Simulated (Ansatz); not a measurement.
```cif
data_structure
_symmetry_space_group_name_H-M 'P 1'
_symmetry_Int_Tables_number 1
_cell_length_a 2.8447
_cell_length_b 2.8447
_cell_length_c 22.2208
_cell_angle_alpha 90.000
_cell_angle_beta 90.000
_cell_angle_gamma 120.000
_cell_volume 155.73
loop_
_atom_site_label
_atom_site_type_symbol
_atom_site_fract_x
_atom_site_fract_y
_atom_site_fract_z
_atom_site_occupancy
Ta1 Ta 0.66667 0.33333 0.10037 1
Ta2 Ta 0.66667 0.33333 0.30119 1
Ta3 Ta 0.66667 0.33333 0.69881 1
Ta4 Ta 0.66667 0.33333 0.89963 1
Ru1 Ru 0.33333 0.66667 0.00000 1
Ru2 Ru 0.33333 0.66667 0.20113 1
Ru3 Ru 0.33333 0.66667 0.40696 1
Ru4 Ru 0.33333 0.66667 0.59304 1
Ru5 Ru 0.33333 0.66667 0.79887 1
Ru6 Ru 0.66667 0.33333 0.50000 1
```

Space group P-6m2; a structure generated by program, which may or may not match a known phase; computed without spin polarisation.

The calculation used DFT PBE, scalar-relativistic, plane waves, PAW in Ansatz 0.2.0.

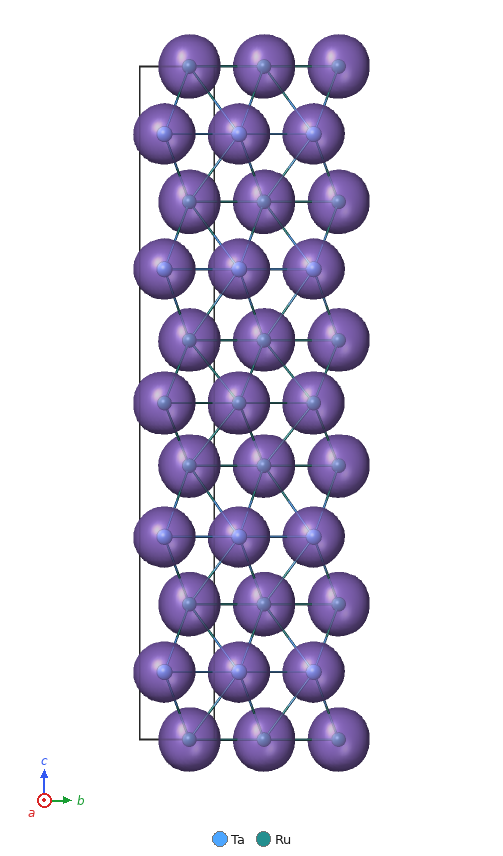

Ta2Ru3. Isosurface of the valence electron density at 0.6 e/Å³ (purple), seen along the a axis. Sticks mark near contacts.

Core electrons are frozen (PAW), and the valence fields are smoothed inside the atomic spheres.

Question: Which contacts does the surface bridge?

Answer: At this value the density breaks into separate islands; it holds about 75 % of the electrons treated as valence (semicore included). It bridges none of the near contacts. It is pinched off along the sampled Ru–Ru (2.64 Å), Ta–Ru (2.76 Å), Ta–Ta (2.84 Å) and Ru–Ru (2.84 Å) contacts. On the grid the lowest density along these lines, outside the cores, is 0.43 e/Å³ (Ru–Ru, 2.64 Å), 0.35 e/Å³ (Ta–Ru, 2.76 Å), 0.32 e/Å³ (Ta–Ta, 2.84 Å) and 0.31 e/Å³ (Ru–Ru, 2.84 Å).
